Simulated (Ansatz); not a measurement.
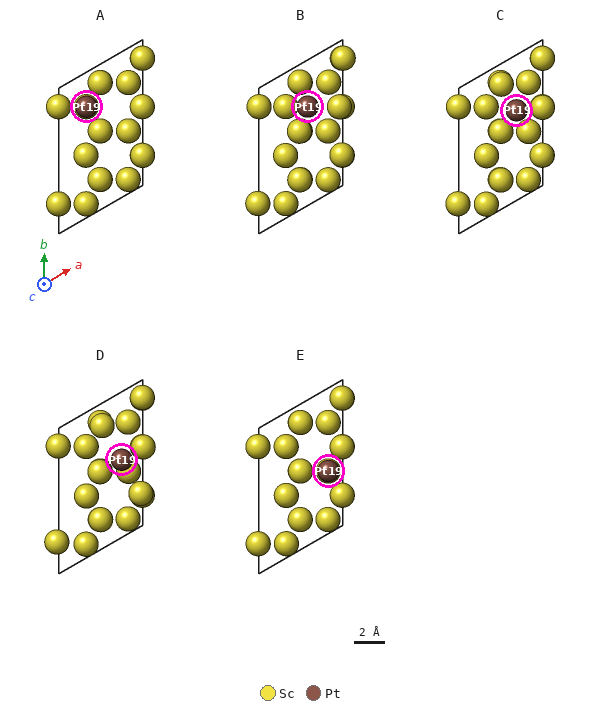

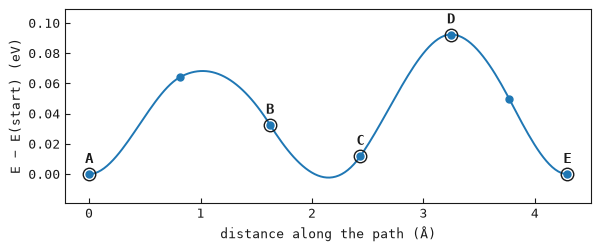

A search for the minimum-energy path of Pt on Sc(0001) (19 atoms in the cell) by the nudged elastic band. Images are numbered from 0 (start) to 6 (end). Frames A to E are images 0, 2, 3, 4, 6. Style: spheres-only. Shown: the simulation cell, with the vacuum cut short (origin moved), along the c axis. The moving atom is ringed, with any periodic copies.

Method: DFT PBE-D3(BJ), scalar-relativistic, plane waves, PAW in Ansatz. Set-up: plane-wave cutoff 420 eV; k-point mesh 3 × 2 × 1; Fermi-Dirac smearing 0.05 eV; 6 atoms held fixed; 5 movable images; climbing image; force threshold 0.03 eV/Å; iteration limit 45; starting path by image-dependent pair potential.

What happens along the path, and what is the barrier?

The adsorbate starts on a hollow site and hops by a lattice vector of the surface; other mechanisms, such as exchange with a surface atom, weren't searched. The path has more than one stage, and so few images may leave a stage unresolved. The Pt atom travels furthest, 3.31 Å from end to end, on a path that bends up to 0.82 Å away from the straight line. At the highest image its nearest neighbour (Sc) is 2.49 Å away, against 2.57 Å at the start, and the surrounding atoms stand up to 0.33 Å off the mean of their end positions. The barrier is about 0.092 eV in both directions, with image 4 at the top; the ends have the same energy. The profile has 2 maxima (images 1, 4) with a dip at image 3 (+0.012 eV), so the process runs in steps. The band converged in 11 iterations. The largest component of the band force went from 1.9 to 0.014 eV/Å. The climbing image converged on the top of the path. A check of its curvatures found one unstable direction (−0.27 eV/Å²), as a transition state must have.

Limits of the set-up: the periodic images lie only 6.6 Å apart, so the values are limited by the cell's size.

The run took 14 min on 4 threads of AMD EPYC 9R14 (Zen 4), on a shared host, peak memory 5.2 GiB.
